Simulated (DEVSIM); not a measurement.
Structure: abrupt Si p-n junction, at 400 K.

| layer (left to right) | material | thickness (μm) | Nd (cm⁻³) | Na (cm⁻³) | τn (s) | τp (s) |
|---|---|---|---|---|---|---|
| 1 | Si | 1.80 | - | 1.4e17 | 4.2e-5 | 4.2e-5 |
| 2 | Si | 28.0 | 8.4e17 | - | 4.2e-5 | 0.00013 |

Left contact: ohmic. Right contact: ohmic. Voltage is applied to the left contact. Recombination: SRH at mid-gap. Mobility is constant in doping.

This is a model device: material constants are rounded textbook-type values typed into the input, and sizes, dopings and lifetimes were drawn at random. Values at 300 K; Nc and Nv go as T^1.5, mobilities as T to minus their exponent, the gap by Varshni's rule with the affinity fixed.

```tsv
parameter	Si
gap (eV)	1.124
affinity (eV)	4.05
permittivity	11.7
Nc (cm⁻³)	2.86e19
Nv (cm⁻³)	3.1e19
μn (cm²/Vs)	1417
μp (cm²/Vs)	470
T exponent of μn	2.3
T exponent of μp	2.2
Varshni α (eV/K)	0.000473
Varshni β (K)	636
```

DEVSIM, 1D drift-diffusion, Boltzmann statistics, complete ionisation; no tunnelling, impact ionisation, image-force lowering or self-heating.

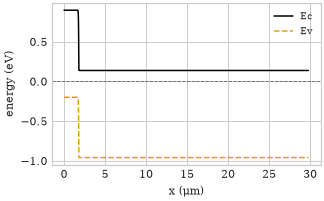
*Band edges at zero bias*

Energies count from the Fermi level of the right contact; mesh points crowd at the junctions.

```json
[
 {"x (μm)": "0.000", "Ec (eV)": "0.895", "Ev (eV)": "-0.201", "n (cm⁻³)": "2.3e8", "p (cm⁻³)": "1.4e17", "field (V/cm)": "≈ 0"},
 {"x (μm)": "0.03445", "Ec (eV)": "0.895", "Ev (eV)": "-0.201", "n (cm⁻³)": "2.3e8", "p (cm⁻³)": "1.4e17", "field (V/cm)": "≈ 0"},
 {"x (μm)": "0.1115", "Ec (eV)": "0.895", "Ev (eV)": "-0.201", "n (cm⁻³)": "2.3e8", "p (cm⁻³)": "1.4e17", "field (V/cm)": "≈ 0"},
 {"x (μm)": "0.3015", "Ec (eV)": "0.895", "Ev (eV)": "-0.201", "n (cm⁻³)": "2.3e8", "p (cm⁻³)": "1.4e17", "field (V/cm)": "≈ 0"},
 {"x (μm)": "0.9706", "Ec (eV)": "0.895", "Ev (eV)": "-0.201", "n (cm⁻³)": "2.3e8", "p (cm⁻³)": "1.4e17", "field (V/cm)": "≈ 0"},
 {"x (μm)": "1.454", "Ec (eV)": "0.895", "Ev (eV)": "-0.201", "n (cm⁻³)": "2.3e8", "p (cm⁻³)": "1.4e17", "field (V/cm)": "≈ 0"},
 {"x (μm)": "1.670", "Ec (eV)": "0.895", "Ev (eV)": "-0.201", "n (cm⁻³)": "2.3e8", "p (cm⁻³)": "1.4e17", "field (V/cm)": "-220"},
 {"x (μm)": "1.776", "Ec (eV)": "0.593", "Ev (eV)": "-0.503", "n (cm⁻³)": "1.5e12", "p (cm⁻³)": "2.2e13", "field (V/cm)": "-110000"},
 {"x (μm)": "1.804", "Ec (eV)": "0.211", "Ev (eV)": "-0.885", "n (cm⁻³)": "9.7e16", "p (cm⁻³)": "3.3e8", "field (V/cm)": "-110000"},
 {"x (μm)": "1.843", "Ec (eV)": "0.137", "Ev (eV)": "-0.960", "n (cm⁻³)": "8.4e17", "p (cm⁻³)": "3.8e7", "field (V/cm)": "-130"},
 {"x (μm)": "1.939", "Ec (eV)": "0.136", "Ev (eV)": "-0.960", "n (cm⁻³)": "8.4e17", "p (cm⁻³)": "3.8e7", "field (V/cm)": "≈ 0"},
 {"x (μm)": "2.308", "Ec (eV)": "0.136", "Ev (eV)": "-0.960", "n (cm⁻³)": "8.4e17", "p (cm⁻³)": "3.8e7", "field (V/cm)": "≈ 0"},
 {"x (μm)": "3.028", "Ec (eV)": "0.136", "Ev (eV)": "-0.960", "n (cm⁻³)": "8.4e17", "p (cm⁻³)": "3.8e7", "field (V/cm)": "≈ 0"},
 {"x (μm)": "4.845", "Ec (eV)": "0.136", "Ev (eV)": "-0.960", "n (cm⁻³)": "8.4e17", "p (cm⁻³)": "3.8e7", "field (V/cm)": "≈ 0"},
 {"x (μm)": "11.78", "Ec (eV)": "0.136", "Ev (eV)": "-0.960", "n (cm⁻³)": "8.4e17", "p (cm⁻³)": "3.8e7", "field (V/cm)": "≈ 0"},
 {"x (μm)": "21.57", "Ec (eV)": "0.136", "Ev (eV)": "-0.960", "n (cm⁻³)": "8.4e17", "p (cm⁻³)": "3.8e7", "field (V/cm)": "≈ 0"},
 {"x (μm)": "26.32", "Ec (eV)": "0.136", "Ev (eV)": "-0.960", "n (cm⁻³)": "8.4e17", "p (cm⁻³)": "3.8e7", "field (V/cm)": "≈ 0"},
 {"x (μm)": "28.39", "Ec (eV)": "0.136", "Ev (eV)": "-0.960", "n (cm⁻³)": "8.4e17", "p (cm⁻³)": "3.8e7", "field (V/cm)": "≈ 0"},
 {"x (μm)": "29.39", "Ec (eV)": "0.136", "Ev (eV)": "-0.960", "n (cm⁻³)": "8.4e17", "p (cm⁻³)": "3.8e7", "field (V/cm)": "≈ 0"},
 {"x (μm)": "29.64", "Ec (eV)": "0.136", "Ev (eV)": "-0.960", "n (cm⁻³)": "8.4e17", "p (cm⁻³)": "3.8e7", "field (V/cm)": "≈ 0"},
 {"x (μm)": "29.75", "Ec (eV)": "0.136", "Ev (eV)": "-0.960", "n (cm⁻³)": "8.4e17", "p (cm⁻³)": "3.8e7", "field (V/cm)": "≈ 0"},
 {"x (μm)": "29.80", "Ec (eV)": "0.136", "Ev (eV)": "-0.960", "n (cm⁻³)": "8.4e17", "p (cm⁻³)": "3.8e7", "field (V/cm)": "≈ 0"}
]
```
